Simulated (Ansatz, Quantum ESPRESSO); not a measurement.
# Al3W (Pm-3m): zone-centre phonons, part 2 of 3

Which modes does Al3W (Pm-3m) have at the zone centre?

Quantum ESPRESSO 7.5; DFT PBE, scalar-relativistic, plane waves, PseudoDojo norm-conserving pseudopotentials.

So far. Step 2 (A probe with smearing): No gap opens on this mesh, so smearing is kept; the start stands at -3.5 GPa. Step 4 (Self-consistent run for the response): The cell stands at -0.017 GPa, close enough for phonons. The relaxed cell has a = 3.940 Å (conventional setting).

The structure was built from a prototype and need not be the compound's stable phase.

## (5) Zone-centre response

At q = 0 one unit cell holds all displacements; symmetry groups them into irreducible representations that are solved one by one. With smeared occupations no response to a homogeneous field can be asked.

ph.in

```
phonons
 &inputph
    prefix='x',
    outdir='./tmp',
    fildyn='g.dyn',
    tr2_ph=1.0d-18,
    alpha_mix(1)=0.4,
    nmix_ph=8,
 /
0.000000000000 0.000000000000 0.000000000000
```

On the command line:

```console
OMP_NUM_THREADS=1 mpirun -n 4 ph.x -nk 4 -in ph.in > ph.out
```

What it wrote:

```text
[banners, grids, parts of the stress and lines that vanish by symmetry left out]
[banner, memory and clock lines left out]
Program PHONON v.7.5

     ./tmp/x.save/

     IMPORTANT: XC functional enforced from input :
     Exchange-correlation= PBE
                           (   1   4   3   4   0   0   0)
     Any further DFT definition will be discarded
     Please, verify this is what you really want

     G-vector sticks info

     Reading collected, re-writing distributed wavefunctions in ./tmp/

     Number and degeneracy of irreps per q-point
       N         xq(1)         xq(2)         xq(3)   N irreps
       1   0.000000000   0.000000000   0.000000000       4
        3   3   3   3

     Calculation of q =    0.0000000   0.0000000   0.0000000

     phonons

     bravais-lattice index     =            1
     lattice parameter (alat)  =       7.4453  a.u.
     unit-cell volume          =     412.7094 (a.u.)^3
     number of atoms/cell      =            4
     number of atomic types    =            2
     kinetic-energy cut-off    =      62.0000  Ry
     charge density cut-off    =     248.0000  Ry
     convergence threshold     =      1.0E-18
     beta                      =       0.4000
     number of iterations used =            8
     Exchange-correlation= PBE
                           (   1   4   3   4   0   0   0)

     celldm(1)=    7.44529  celldm(2)=    0.00000  celldm(3)=    0.00000
     celldm(4)=    0.00000  celldm(5)=    0.00000  celldm(6)=    0.00000

     crystal axes: (cart. coord. in units of alat)
               a(1) = (  1.0000  0.0000  0.0000 )
               a(2) = (  0.0000  1.0000  0.0000 )
               a(3) = (  0.0000  0.0000  1.0000 )

     reciprocal axes: (cart. coord. in units 2 pi/alat)
               b(1) = (  1.0000  0.0000  0.0000 )
               b(2) = (  0.0000  1.0000  0.0000 )
               b(3) = (  0.0000  0.0000  1.0000 )

     Atoms inside the unit cell:

     Cartesian axes

     site n.  atom      mass           positions (alat units)
        1  W     183.8400   tau(    1) = (    0.00000    0.00000    0.00000  )
        2  Al     26.9815   tau(    2) = (    0.00000    0.50000    0.50000  )
        3  Al     26.9815   tau(    3) = (    0.50000    0.00000    0.50000  )
        4  Al     26.9815   tau(    4) = (    0.50000    0.50000    0.00000  )

     Computing dynamical matrix for
                    q = (   0.0000000   0.0000000   0.0000000 )

     49 Sym.Ops. (with q -> -q+G )

     G cutoff =  348.2209  (  27201 G-vectors)     FFT grid: ( 40, 40, 40)

     number of k points=    35  Marzari-Vanderbilt smearing, width (Ry)=  0.0200
                       cart. coord. in units 2pi/alat
        k(    1) = (   0.0000000   0.0000000   0.0000000), wk =   0.0039062
        k(    2) = (   0.0000000   0.0000000   0.1250000), wk =   0.0234375
        k(    3) = (   0.0000000   0.0000000   0.2500000), wk =   0.0234375
        [... further k-points left out ...]

     PseudoPot. # 1 for W  read from file:
     ./pseudo/W.upf
     Pseudo is Norm-conserving + core correction, Zval = 14.0
     Using radial grid of 1396 points,  8 beta functions with:
                l(1) =   0
                l(2) =   0
                l(3) =   1
                l(4) =   1
                l(5) =   2
                l(6) =   2
                l(7) =   3
                l(8) =   3

     PseudoPot. # 2 for Al read from file:
     ./pseudo/Al.upf
     Pseudo is Norm-conserving + core correction, Zval =  3.0
     Using radial grid of 1876 points,  6 beta functions with:
                l(1) =   0
                l(2) =   0
                l(3) =   1
                l(4) =   1
                l(5) =   2
                l(6) =   2

     Mode symmetry, O_h (m-3m)  point group:

     Atomic displacements:
     There are    4 irreducible representations

     Representation     1      3 modes -  To be done

     Representation     2      3 modes -  To be done

     Representation     3      3 modes -  To be done

     Representation     4      3 modes -  To be done

     Alpha used in Ewald sum =   2.4000

     Representation #   1 modes #   1   2   3

     Self-consistent Calculation
      iter #   1   av.it.:   6.1
      thresh= 1.000E-02 alpha_mix =  0.400 |ddv_scf|^2 =  7.590E-08
      iter #   2   av.it.:  14.4
      thresh= 2.755E-05 alpha_mix =  0.400 |ddv_scf|^2 =  6.070E-10
      iter #   3   av.it.:  14.6
      thresh= 2.464E-06 alpha_mix =  0.400 |ddv_scf|^2 =  1.253E-10
      iter #   4   av.it.:  14.7
      thresh= 1.119E-06 alpha_mix =  0.400 |ddv_scf|^2 =  6.076E-12
      iter #   5   av.it.:  15.4
      thresh= 2.465E-07 alpha_mix =  0.400 |ddv_scf|^2 =  4.214E-14
      iter #   6   av.it.:  15.5
      thresh= 2.053E-08 alpha_mix =  0.400 |ddv_scf|^2 =  4.503E-15
      iter #   7   av.it.:  15.6
      thresh= 6.710E-09 alpha_mix =  0.400 |ddv_scf|^2 =  7.475E-17
      iter #   8   av.it.:  15.7
      thresh= 8.646E-10 alpha_mix =  0.400 |ddv_scf|^2 =  2.969E-19

     End of self-consistent calculation

     Convergence has been achieved

     Representation #   2 modes #   4   5   6

     Self-consistent Calculation
      iter #   1   av.it.:   4.8
      thresh= 1.000E-02 alpha_mix =  0.400 |ddv_scf|^2 =  1.301E-08
      iter #   2   av.it.:  14.3
      thresh= 1.141E-05 alpha_mix =  0.400 |ddv_scf|^2 =  3.880E-10
      iter #   3   av.it.:  14.2
      thresh= 1.970E-06 alpha_mix =  0.400 |ddv_scf|^2 =  1.092E-10
      iter #   4   av.it.:  14.7
      thresh= 1.045E-06 alpha_mix =  0.400 |ddv_scf|^2 =  5.439E-12
      iter #   5   av.it.:  14.6
      thresh= 2.332E-07 alpha_mix =  0.400 |ddv_scf|^2 =  3.903E-14
      iter #   6   av.it.:  15.5
      thresh= 1.976E-08 alpha_mix =  0.400 |ddv_scf|^2 =  2.563E-15
[...]
End of self-consistent calculation

     Convergence has been achieved

     Representation #   3 modes #   7   8   9

     Self-consistent Calculation
[...]
End of self-consistent calculation

     Convergence has been achieved

     Representation #   4 modes #  10  11  12

     Self-consistent Calculation
[...]
iter #   2   av.it.:  14.8
      thresh= 3.276E-06 alpha_mix =  0.400 |ddv_scf|^2 =  3.148E-10
      iter #   3   av.it.:  15.1
      thresh= 1.774E-06 alpha_mix =  0.400 |ddv_scf|^2 =  1.358E-11
      iter #   4   av.it.:  15.4
      thresh= 3.686E-07 alpha_mix =  0.400 |ddv_scf|^2 =  8.500E-13
      iter #   5   av.it.:  15.5
      thresh= 9.219E-08 alpha_mix =  0.400 |ddv_scf|^2 =  7.250E-15
      iter #   6   av.it.:  14.7
      thresh= 8.515E-09 alpha_mix =  0.400 |ddv_scf|^2 =  4.931E-16
      iter #   7   av.it.:  15.5
      thresh= 2.221E-09 alpha_mix =  0.400 |ddv_scf|^2 =  9.148E-18
      iter #   8   av.it.:  15.9
      thresh= 3.025E-10 alpha_mix =  0.400 |ddv_scf|^2 =  4.105E-20

     End of self-consistent calculation

     Convergence has been achieved

     Number of q in the star =    1
     List of q in the star:
          1   0.000000000   0.000000000   0.000000000

     Diagonalizing the dynamical matrix

     q = (    0.000000000   0.000000000   0.000000000 )

 **************************************************************************
     freq (    1) =       0.041915 [THz] =       1.398133 [cm-1]
     freq (    2) =       0.041915 [THz] =       1.398133 [cm-1]
     freq (    3) =       0.041915 [THz] =       1.398133 [cm-1]
     freq (    4) =       5.470093 [THz] =     182.462655 [cm-1]
     freq (    5) =       5.470093 [THz] =     182.462655 [cm-1]
     freq (    6) =       5.470093 [THz] =     182.462655 [cm-1]
     freq (    7) =       8.078938 [THz] =     269.484368 [cm-1]
     freq (    8) =       8.078938 [THz] =     269.484368 [cm-1]
     freq (    9) =       8.078938 [THz] =     269.484368 [cm-1]
     freq (   10) =      10.267944 [THz] =     342.501753 [cm-1]
     freq (   11) =      10.267944 [THz] =     342.501753 [cm-1]
     freq (   12) =      10.267944 [THz] =     342.501753 [cm-1]
 **************************************************************************

     Mode symmetry, O_h (m-3m)  point group:

     freq (   1-   3) =          1.4  [cm-1]   --> T_1u G_15  G_4- I
     freq (   4-   6) =        182.5  [cm-1]   --> T_1u G_15  G_4- I
     freq (   7-   9) =        269.5  [cm-1]   --> T_2u G_25  G_5-
     freq (  10-  12) =        342.5  [cm-1]   --> T_1u G_15  G_4- I
```

Elapsed: 3.9 min, on 4 MPI ranks of Arm Neoverse V2, shared host; 15 min of CPU time.

Read from the output:

- largest acoustic frequency at the zone centre before the sum rule: 1.4 cm⁻¹
- highest optical zone-centre mode (no LO-TO term): 342.5 cm⁻¹
- lowest optical zone-centre mode: 182.5 cm⁻¹

The acoustic modes at Γ come out as far as 1.4 cm⁻¹ from zero, where they should vanish, a small numerical error.

## (6) Zone-centre analysis

A rigid shift of the crystal must cost nothing, but grids and finite bases break this; the acoustic sum rule is imposed before the matrix is diagonalised again.

dynmat.in

```
 &input
    fildyn='g.dyn',
    asr='simple',
    fileig='dynmat.eig',
 /
```

On the command line:

```console
dynmat.x -in dynmat.in > dynmat.out
```

What it wrote:

```text
[banner, memory and clock lines left out]
Program DYNMAT v.7.5

     Reading Dynamical Matrix from file g.dyn
     ...Force constants read
     ...epsilon and Z* not read (not found on file)
     A direction for q was not specified:TO-LO splitting will be absent

     Polarizability (A^3 units)
     multiply by 1.000000 for Clausius-Mossotti correction
         0.000000    0.000000    0.000000
         0.000000    0.000000    0.000000
         0.000000    0.000000    0.000000

     IR activities are in (D/A)^2/amu units

# mode   [cm-1]    [THz]      IR
    1     -0.00   -0.0000    0.0000
    2      0.00    0.0000    0.0000
    3      0.00    0.0000    0.0000
    4    182.45    5.4699    0.0000
    5    182.45    5.4699    0.0000
    6    182.45    5.4699    0.0000
    7    269.48    8.0789    0.0000
    8    269.48    8.0789    0.0000
    9    269.48    8.0789    0.0000
   10    342.50   10.2678    0.0000
   11    342.50   10.2678    0.0000
   12    342.50   10.2678    0.0000

[end of the log left out, with the tail of the file of modes that dynmat.x writes under the same name]
```

Wall time 0.47 s (1 thread).

This step gave:

```
lowest optical zone-centre mode : 182.4 cm⁻¹
```

Unit eigenvectors of the mass-weighted matrix after the sum rule; no LO-TO term. The modes at Γ (shares of kinetic energy by element, %):

```csv
mode,frequency (cm⁻¹),symmetry,W %,Al %
1,0.0,acoustic,69,31
2,0.0,acoustic,69,31
3,0.0,acoustic,69,31
4,182.4,T1u,29,71
5,182.4,T1u,29,71
6,182.4,T1u,29,71
7,269.5,T2u,0,100
8,269.5,T2u,0,100
9,269.5,T2u,0,100
10,342.5,T1u,2,98
11,342.5,T1u,2,98
12,342.5,T1u,2,98
```

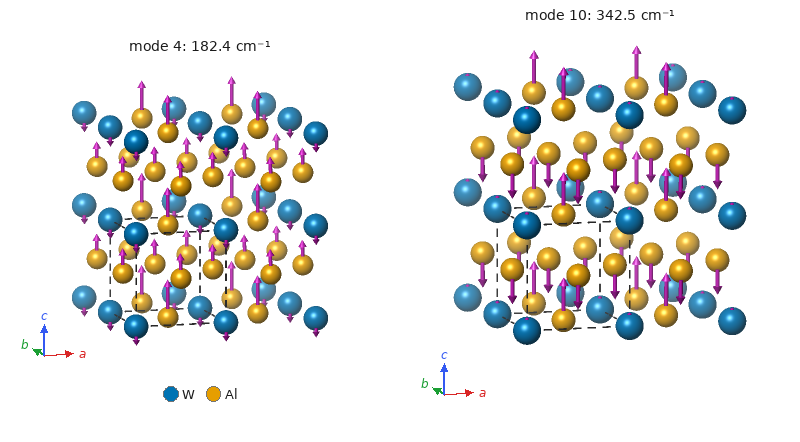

Displacement patterns of modes 4 and 10 at Γ; arrows are exaggerated. 2×2×2 cells are drawn. Some periodic images of atoms are drawn too.

The rule moves no optical mode by more than 0.1 cm⁻¹.

## (7) Sum rules set otherwise: a sum rule for molecules or wires on a crystal

This rule also removes rotations, which suits wires and not a crystal; it is tried to see the harm.

dynmat.in

```
 &input
    fildyn='g.dyn',
    asr='one-dim',
    fileig='dynmat.eig',
 /
```

On the command line:

```console
dynmat.x -in dynmat.in > dynmat.out
```

What it wrote:

```text
[banner, memory and clock lines left out]
Program DYNMAT v.7.5

     Reading Dynamical Matrix from file g.dyn
     ...Force constants read
     ...epsilon and Z* not read (not found on file)
asr rotation axis in 1D system=    3
     Acoustic Sum Rule: || Z*(ASR) - Z*(orig)|| =    0.000000E+00
     Acoustic Sum Rule: ||dyn(ASR) - dyn(orig)||=    1.544447E-01
     A direction for q was not specified:TO-LO splitting will be absent

     Polarizability (A^3 units)
     multiply by 1.000000 for Clausius-Mossotti correction
         0.000000    0.000000    0.000000
         0.000000    0.000000    0.000000
         0.000000    0.000000    0.000000

     IR activities are in (D/A)^2/amu units

# mode   [cm-1]    [THz]      IR
    1     -0.00   -0.0000    0.0000
    2     -0.00   -0.0000    0.0000
    3     -0.00   -0.0000    0.0000
    4      0.00    0.0000    0.0000
    5    182.47    5.4702    0.0000
    6    182.47    5.4702    0.0000
    7    229.16    6.8700    0.0000
    8    269.48    8.0789    0.0000
    9    269.48    8.0789    0.0000
   10    338.69   10.1536    0.0000
   11    342.50   10.2680    0.0000
   12    342.50   10.2680    0.0000

[end of the log left out, with the tail of the file of modes that dynmat.x writes under the same name]
```

It took 0.47 s on 1 thread.

The run ended normally, but on settings that are not sound.

The fault: a sum rule for molecules or wires on a crystal; 1 optical mode is projected out to zero frequency, as if it were a rotation.

For a crystal the rule has to be 'simple' or 'crystal'.

Zone-centre frequencies as printed; negative means imaginary. Modes:

```
mode  frequency (cm⁻¹)
   1                 0
   2                 0
   3                 0
   4                 0
   5             182.5
   6             182.5
   7             229.2
   8             269.5
   9             269.5
  10             338.7
  11             342.5
  12             342.5
```

## (8) Sum rules set otherwise (asr no)

Without the rule the raw error of the acoustic modes shows.

dynmat.in

```
 &input
    fildyn='g.dyn',
    asr='no',
    fileig='dynmat.eig',
 /
```

On the command line:

```console
dynmat.x -in dynmat.in > dynmat.out
```

What it wrote:

```text
[banner, memory and clock lines left out]
Program DYNMAT v.7.5

     Reading Dynamical Matrix from file g.dyn
     ...Force constants read
     ...epsilon and Z* not read (not found on file)
     A direction for q was not specified:TO-LO splitting will be absent

     Polarizability (A^3 units)
     multiply by 1.000000 for Clausius-Mossotti correction
         0.000000    0.000000    0.000000
         0.000000    0.000000    0.000000
         0.000000    0.000000    0.000000

     IR activities are in (D/A)^2/amu units

# mode   [cm-1]    [THz]      IR
    1      1.40    0.0419    0.0000
    2      1.40    0.0419    0.0000
    3      1.40    0.0419    0.0000
    4    182.46    5.4701    0.0000
    5    182.46    5.4701    0.0000
    6    182.46    5.4701    0.0000
    7    269.48    8.0789    0.0000
    8    269.48    8.0789    0.0000
    9    269.48    8.0789    0.0000
   10    342.50   10.2679    0.0000
   11    342.50   10.2679    0.0000
   12    342.50   10.2679    0.0000

[end of the log left out, with the tail of the file of modes that dynmat.x writes under the same name]
```

It took 0.47 s on 1 thread.

Numbers from this step:

```yaml
lowest_optical_zone_centre_mode: 182.5 cm⁻¹
```

Zone-centre frequencies as printed; negative means imaginary. Modes:

| mode | frequency (cm⁻¹) |
| --- | --- |
| 1 | 1.4 |
| 2 | 1.4 |
| 3 | 1.4 |
| 4 | 182.5 |
| 5 | 182.5 |
| 6 | 182.5 |
| 7 | 269.5 |
| 8 | 269.5 |
| 9 | 269.5 |
| 10 | 342.5 |
| 11 | 342.5 |
| 12 | 342.5 |

Against the first rule no mode moves by more than 1.5 cm⁻¹.

(Continued in part 3 of 3.)

[Host names and launcher messages were left out of these logs when they were recorded.]

[Logs are printed without paths, hosts, clocks, repeated set-up lines and the standing remarks that a program may print on its own settings, such as how far it seeks lower states.]

[Hosts, paths, dates, database ids (printed as entryN), source tags and the programs' standing remarks are cut or masked in the printed files.]
